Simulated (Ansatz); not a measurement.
**Run report: AlN₃H₈, nudged elastic band (part 2 of 2)**

The same run, continued: AlN₃H₈; RKS PBE0/6-31G* (Ansatz 0.2.0). The run did not end well. One setting was made poor on purpose. It belongs to a series of runs on one base structure; here: band between the two ends.

Geometry of the input (Å):
```
Al -0.0016  0.0640  0.0819
H  -0.1053  -0.9409  1.3381
N  1.6050  0.2081  -0.7817
H  2.3655  -0.3932  -0.4873
H  1.6413  0.2728  -1.7920
N  -1.5086  0.3535  -0.9147
H  -2.3382  -0.1872  -0.7001
H  -1.4514  0.4366  -1.9227
N  0.0404  1.8918  1.0476
H  0.9016  2.3441  0.7453
H  -0.7570  2.4114  0.6847
H  0.0031  1.8839  2.0637
```

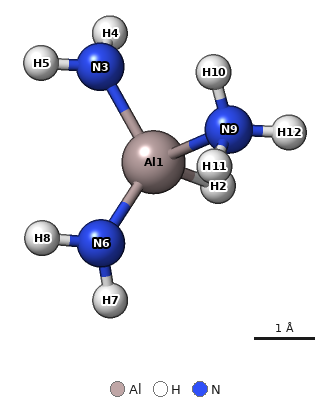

**Figure 1.** The input geometry (ball-and-stick view, seen at a tilt; atoms are numbered from 1 in the order of the input). Sticks mark near contacts.

```
Unfinished report: {"positions_ang":[[0.016621966276303305,0.4886658203288425,-0.15342125485553826],[-0.20608110606859875,0.21273871052983928,1.6761425552981828],[1.5141235923480854,-0.14557087189484044,-0.8925292172490593],[1.6209139182247003,-1.0892125183368677,-1.2373315457143272],[2.4168825129501528,0.3045714484493306,-0.8344284375746501],[-1.6382139772672777,0.09306804081715178,-0.7347782667660663],[-2.3029257786511774,-0.3791499585573152,-0.13614964050451173],[-1.8293788960834727,-0.14559974464938918,-1.6992523843101444],[0.22499928819010126,2.217103104798514,0.6177778999243589],[1.1302490073476228,2.654423830004106,0.7585859657185271],[-0.4803682841193379,2.9288900139691014,0.45723772995251616],[-0.07222224314710264,1.2049721245415266,1.540946596080711]],"unchecked":["starts","cluster_reference","orbital_swaps","neighbouring_geometries","increment"],"mean_field":{"relativity":"none","state":{"energy":{"ev":-11189.18675609937,"hartree":-411.19502898346775},"converged":true,"gradient_ev":6.333558004736358e-6,"stability":{"kind":"minimum","curvature_ev":35.92036580629934},"curvature_floor_ev":0.00030000000000000003,"spin_squared":3.552713678800501e-15},"others":[],"fillings":{"estimated":0,"unestimated":0,"tried":0,"untried":0,"excluded_magnetic_sites":0},"n_dropped_functions":0,"n_trapped_functions":0,"passes":{"evaluations":4,"products":23},"factors":{"origin":"Cholesky decomposition","count":928,"bound_ev":0.0005796854914588796},"gradient_stop_ev":0.00009,"reference_kind":"stationary","functional":{"name":"PBE0","citations":["Adamo & Barone, J. Chem. Phys. 110, 6158 (1999) doi:10.1063/1.478522","Perdew, Burke & Ernzerhof, Phys. Rev. Lett. 77, 3865 (1996) doi:10.1103/PhysRevLett.77.3865"],"text":"name \"PBE0\"\ncite \"Adamo & Barone, J. Chem. Phys. 110, 6158 (1999) doi:10.1063/1.478522\"\ncite \"Perdew, Burke & Ernzerhof, Phys. Rev. Lett. 77, 3865 (1996) doi:10.1103/PhysRevLett.77.3865\"\nparent pbe\nparameter a = 0.25\nparameter kappa = 0.804\nparameter beta = 0.06672455060314922\nexchange = (1 - a)*pbe_x(kappa = kappa, mu = beta*pi^2/3) + a*exact_x\ncorrelation = pbe_c(beta = beta)\n","parameters":{"a":{"value":0.25,"default":0.25},"beta":{"value":0.06672455060314922,"default":0.06672455060314922},"kappa":{"value":0.804,"default":0.804}},"final_grid":{"core_spheres":13.0,"valence_spheres":11.0,"degree":36.0},"final_grid_parameter_source":"default","radial_points_factor":1.0,"radial_grid_error_ev":3.235511906987185e-7,"grid_sensitivity":"normal","grid_sensitivity_ratio":0.001870803151768979},"unsmoothed_excess_ev":-0.000034438556758571,"symmetry":{"irreps":["A"],"axes":[[0.9971650989631068,-0.0583733178983162,-0.04747969215822671],[0.04876540601956122,0.9818995992620302,-0.18301669908730245],[0.05730358265977094,0.18018249839151135,0.9819626096179773]],"occupied":[{"A":21},{"A":21}]},"held":{"pivots":928,"left_out":0,"joined":0},"density_repulsion":{"missed_ev":0.00005795876109599862,"excess_ev":5.629173718112248e-9,"most_excess_ev":0.0001134,"are_drawn_again":false,"n_first_factors":928,"energy_change_ev":0.0,"n_dropped_ends":0}},"factors":{"origin":"Cholesky decomposition","count":928,"bound_ev":0.0005796854914588796},"n_frozen":0,"n_occupied":[21,21],"n_virtual":[59,59],"reference":{"ev":-11189.18675609937,"hartree":-411.19502898346775},"total":{"ev":-11189.18675609937,"hartree":-411.19502898346775},"forces_ev_per_angstrom":[[-0.0747749865076609,-0.0554245772847189,-0.010516941413048297],[-0.025169973421777545,0.03619349344965942,-0.031231732025960728],[0.015217451928220514,0.042436402086769534,-0.0023680342602801835],[-0.017015902069249984,-0.0036798937383663165,0.005442451740954896],[0.00589280143861288,-0.006717558863126444,-0.008147789752495962],[0.07457248947681128,-0.06673593182450119,0.014354421867772022],[-0.013422688116210823,0.03928186261989971,0.003668358266675298],[0.009256572808081395,0.029190899501286317,0.0037220316186039513],[0.04064470178714309,-0.002099102105118663,-0.005054897564219238],[0.00772876336120963,0.003491761032222156,-0.004880373854594821],[-0.03675015987345241,-0.006821350164215228,0.012842683570854819],[0.013820929186938493,-0.009116004712232565,0.022169821807734608]],"charge_distribution":{"dipole_moment_e_ang":[0.15892559464912087,0.18243401584275523,-0.03526845738568174],"mulliken_charges_e":[0.7828054298008826,-0.18812521282618455,-0.9460714217116006,0.3380645819473024,0.32899748810573226,-0.9478885970300652,0.3346078024185275,0.3328184444555884,-0.9660618780459274,0.3552779059089015,0.3686334044831586,0.20694205249367958],"lowdin_charges_e":[-0.11708433111772543,-0.11416494111187259,-0.4722839738473077,0.23605766044737397,0.233522540271628,-0.4780363287934932,0.23602207118227425,0.23420085784892875,-0.53395104264676,0.24916588479821833,0.2530493404831061,0.2735022624856043]},"n_threads":1,"memory_gib":1.7045454550534487,"seconds":{"hamiltonian":4.517243586,"orbitals":0.0,"second_order":0.0,"solver_start":0.0,"cycles":0.0,"cycle":0.0,"perturbative":0.0,"full_ci_increment":0.0,"forces":0.0}}
this run last wrote the band of iteration 18 to [file]
Error: NEB band did not converge after 18 iterations: max|band force component| = 3.26e-1 eV/Å (threshold 5.0e-2); raise `neb.max_iterations` in a new run, which can start from the last band evaluated (`neb.initial_path`, with `crystal.atoms` and `neb.final_atoms` set to its first and last images), add images, or start from endpoints closer to local minima. Where this run's directory can be resumed (`checkpoint.write`), a resume goes on for up to `neb.max_iterations` more; to start a new run from the last band, take its images' positions from the `neb_iteration` event of iteration 18 (`data.images[].positions_ang`), in the event stream of the run that computed that iteration (not this run's, if it was resumed behind it). With `checkpoint.write`, `steps/00-neb/state/checkpoint.json` in the run directory holds the last saved band, under `neb.evaluated.images[].positions_ang` (a band under a hybrid functional on support functions is neither saved nor resumed: `neb.initial_path` says where its path is): check the last entry of `neb.iterations` there, which is earlier than 18 if that iteration was not saved or its write failed. If the band's step has no `state` directory and holds `state.next`, a write was cut short, and the file is under `state.next` instead (behind a loss of power it can be under `state.prev`)
this run wrote the band of iteration 18 to [file] as well, whether or not its events were kept: a new run's `neb.initial_path` can list its `images[].positions_ang`
a run's events are kept only if it was started with --events-out <file>, and are in that file
```

The last band as extended XYZ (Å, eV, eV/Å)
```
12
Properties=species:S:1:pos:R:3:forces:R:3 image=0 energy=-11190.60782
Al   -0.0016    0.0640    0.0819   -0.0025   0.0097   0.0024
H    -0.1053   -0.9409    1.3381    0.0003   0.0089   0.0027
N     1.6050    0.2081   -0.7817    0.0073  -0.0034   0.0007
H     2.3655   -0.3932   -0.4873    0.0028  -0.0045  -0.0046
H     1.6413    0.2728   -1.7920   -0.0007  -0.0041  -0.0058
N    -1.5086    0.3535   -0.9147   -0.0064  -0.0041   0.0004
H    -2.3382   -0.1872   -0.7001   -0.0017  -0.0044  -0.0049
H    -1.4514    0.4366   -1.9227    0.0001  -0.0038  -0.0057
N     0.0404    1.8918    1.0476    0.0013   0.0088  -0.0047
H     0.9016    2.3441    0.7453   -0.0048   0.0017   0.0153
H    -0.7570    2.4114    0.6847    0.0046   0.0005   0.0156
H     0.0031    1.8839    2.0637   -0.0003  -0.0050  -0.0114
12
Properties=species:S:1:pos:R:3:forces:R:3 image=1 energy=-11190.53549
Al   -0.0032    0.0634    0.1081   -0.0298  -0.0041  -0.0125
H    -0.2582   -0.8349    1.4195   -0.0043  -0.0023   0.0019
N     1.6746   -0.0033   -0.6041    0.0361   0.0255  -0.0022
H     2.0484   -0.8919   -0.9154    0.0023  -0.0192   0.0551
H     2.0598    0.7136   -1.2063   -0.0334   0.0138  -0.0665
N    -1.5327    0.3079   -0.8714    0.0136   0.0138  -0.0224
H    -2.3105   -0.3165   -0.6913    0.0055  -0.0020   0.0165
H    -1.4984    0.4755   -1.8703    0.0035  -0.0094  -0.0062
N     0.0721    1.9682    0.9015   -0.0079  -0.1221   0.0064
H     0.7334    2.5866    0.4389   -0.0032   0.0308   0.0152
H    -0.8735    2.3182    0.7573    0.0225   0.0573   0.0077
H     0.2829    1.9583    1.8963   -0.0048   0.0178   0.0069
12
Properties=species:S:1:pos:R:3:forces:R:3 image=2 energy=-11190.56266
Al    0.0049    0.0551    0.1602   -0.0266   0.0047   0.0052
H    -0.1745   -0.7577    1.5446   -0.0112   0.0273   0.0007
N     1.5616    0.0933   -0.8123    0.0078  -0.0569   0.0680
H     1.7771   -0.7222   -1.3778   -0.0391   0.0625  -0.0657
H     2.4159    0.3165   -0.3093    0.0085  -0.0063  -0.0058
N    -1.5456    0.2411   -0.7899    0.0736  -0.0176  -0.0621
H    -2.3260   -0.3883   -0.6513    0.0098  -0.0152   0.0278
H    -1.4925    0.4683   -1.7771   -0.0344  -0.0276   0.0099
N     0.0751    2.0120    0.8017   -0.0405  -0.1382  -0.0084
H     0.6050    2.5490    0.1183    0.0257   0.0537   0.0500
H    -0.9102    2.2598    0.7144    0.0310   0.0713   0.0069
H     0.4038    2.2180    1.7412   -0.0046   0.0424  -0.0265
12
Properties=species:S:1:pos:R:3:forces:R:3 image=3 energy=-11190.52491
Al    0.0056    0.1450    0.1075   -0.0313  -0.0713   0.0674
H    -0.1513   -0.4357    1.6140    0.0243  -0.0949   0.0010
N     1.5069    0.0248   -0.9154    0.0427   0.0233  -0.0315
H     1.6417   -0.8053   -1.4807   -0.0247   0.0246  -0.0368
H     2.4203    0.3140   -0.5862   -0.0135  -0.0142   0.0464
N    -1.5792    0.1006   -0.7730    0.0141   0.0188   0.0002
H    -2.3474   -0.4363   -0.3919   -0.0080  -0.0137  -0.0121
H    -1.6531    0.1135   -1.7818    0.0011   0.0330  -0.0156
N     0.1509    2.0938    0.7776   -0.0192  -0.0021   0.0306
H     1.0506    2.5628    0.7023   -0.0039  -0.0164  -0.0400
H    -0.5601    2.6679    0.3285    0.0030  -0.0433  -0.0438
H    -0.0903    1.9999    1.7619    0.0155   0.1562   0.0342
12
Properties=species:S:1:pos:R:3:forces:R:3 image=4 energy=-11189.18672
Al    0.0166    0.4887   -0.1534   -0.0748  -0.0554  -0.0105
H    -0.2061    0.2127    1.6761   -0.0252   0.0362  -0.0312
N     1.5141   -0.1456   -0.8925    0.0152   0.0424  -0.0024
H     1.6209   -1.0892   -1.2373   -0.0170  -0.0037   0.0054
H     2.4169    0.3046   -0.8344    0.0059  -0.0067  -0.0081
N    -1.6382    0.0931   -0.7348    0.0746  -0.0667   0.0144
H    -2.3029   -0.3791   -0.1361   -0.0134   0.0393   0.0037
H    -1.8294   -0.1456   -1.6993    0.0093   0.0292   0.0037
N     0.2250    2.2171    0.6178    0.0406  -0.0021  -0.0051
H     1.1302    2.6544    0.7586    0.0077   0.0035  -0.0049
H    -0.4804    2.9289    0.4572   -0.0367  -0.0068   0.0128
H    -0.0722    1.2050    1.5409    0.0138  -0.0091   0.0222
12
Properties=species:S:1:pos:R:3:forces:R:3 image=5 energy=-11189.95452
Al    0.0689    0.7557   -0.5586   -0.0660  -0.1767  -0.0875
H    -0.3911    0.2884    2.4237   -0.0119  -0.0220   0.1110
N     1.4856   -0.1858   -1.0868    0.2041  -0.0407   0.0084
H     1.4853   -1.1848   -1.2405   -0.1248   0.0293  -0.0012
H     2.4409    0.1400   -1.0489    0.0138   0.0950  -0.0618
N    -1.5828    0.0802   -0.7602    0.2325   0.2591   0.3181
H    -2.1570   -0.0811    0.0580   -0.1097   0.0215  -0.1633
H    -1.8544   -0.5289   -1.5137   -0.0653  -0.1342  -0.0666
N     0.3136    2.3525    0.1991   -0.0239   0.0570  -0.0455
H     1.1974    2.7366    0.5005    0.0249  -0.0283  -0.0182
H    -0.4172    3.0418    0.3008   -0.0307   0.0008  -0.0232
H    -0.1946    0.9303    2.0893   -0.0431  -0.0608   0.0298
12
Properties=species:S:1:pos:R:3:forces:R:3 image=6 energy=-11189.93681
Al    0.0657    0.6908   -0.5635   -0.0056  -0.0309   0.0654
H    -0.3246    0.5083    2.6754    0.0045   0.0126   0.0214
N     1.4690   -0.3581   -0.8849   -0.0095  -0.0257  -0.0177
H     1.3739   -1.3079   -1.2146    0.0094   0.0007  -0.0061
H     2.4442   -0.1101   -0.8015   -0.0045   0.0161   0.0178
N    -1.6095    0.0511   -0.5920    0.0950   0.0680  -0.0251
H    -1.9285   -0.6979    0.0047   -0.0221  -0.0546  -0.0477
H    -2.2624    0.2016   -1.3465   -0.0653   0.0140   0.0268
N     0.3697    2.3976   -0.1534    0.0169  -0.0070  -0.0158
H     1.2688    2.8568   -0.1641   -0.0036   0.0180  -0.0257
H    -0.3498    3.0319    0.1617   -0.0137  -0.0080  -0.0056
H    -0.1220    1.0809    2.2416   -0.0014  -0.0032   0.0123
12
Properties=species:S:1:pos:R:3:forces:R:3 image=7 energy=-11190.05184
Al    0.0149    0.5704   -0.6077   -0.0049  -0.0043  -0.0036
H     0.0452    1.1526    3.0300    0.0059   0.0092   0.0095
N     1.3830   -0.5475   -0.8324    0.0038  -0.0004  -0.0001
H     1.3185   -1.4505   -1.2787   -0.0008  -0.0024  -0.0049
H     2.3297   -0.3736   -0.5284   -0.0031  -0.0010   0.0063
N    -1.6606   -0.0188   -0.7531    0.0008  -0.0005  -0.0092
H    -1.9478   -0.9763   -0.6133    0.0016  -0.0090  -0.0140
H    -2.4620    0.5619   -0.9511   -0.0035   0.0066   0.0072
N     0.3308    2.2843   -0.2267    0.0002   0.0029   0.0090
H     1.2074    2.7618   -0.3790   -0.0035  -0.0039  -0.0026
H    -0.3582    2.9255    0.1391   -0.0010  -0.0032   0.0002
H     0.1937    1.4551    2.3641    0.0044   0.0060   0.0021
12
Properties=species:S:1:pos:R:3:forces:R:3 image=8 energy=-11190.06545
Al    0.0618    0.6477   -0.6892   -0.0013  -0.0004  -0.0015
H    -0.1323    0.8049    3.4596    0.0009   0.0011  -0.0043
N     1.4891   -0.4105   -0.8086   -0.0008  -0.0001   0.0000
H     1.6467   -1.0853   -1.5425    0.0006  -0.0007   0.0000
H     2.2455   -0.4351   -0.1407    0.0007  -0.0001   0.0006
N    -1.4287    0.2552   -1.5826   -0.0035  -0.0021  -0.0024
H    -1.6650   -0.6616   -1.9330    0.0026   0.0020   0.0015
H    -2.1631    0.9130   -1.7994    0.0019   0.0005   0.0013
N     0.1232    2.0987    0.3477   -0.0005   0.0015   0.0015
H     0.9707    2.5594    0.6461    0.0000  -0.0004  -0.0005
H    -0.6847    2.6216    0.6535   -0.0002   0.0002  -0.0005
H    -0.0688    1.0368    2.7521   -0.0003  -0.0016   0.0042
```

Outcome

```csv
quantity,value
outcome,not converged
"barrier, forward (band not converged)",1.421 eV
"barrier, backward",0.879 eV
wall time,9.8 min
peak memory,0.17 GiB
```

Diagnosis

The run did not converge: “NEB band did not converge after 18 iterations: max|band force component| = 3.26e-1 eV/Å (threshold 5.0e-2); raise `neb.max_iterations` in a new run, which can start from the last band evaluated (`neb.initial_path`, with `crystal.atoms` and `neb.final_atoms` set to its first and last images), add images, or start from endpoints closer to local minima …” Its last values are not results. A deliberately poor setting: straight start.
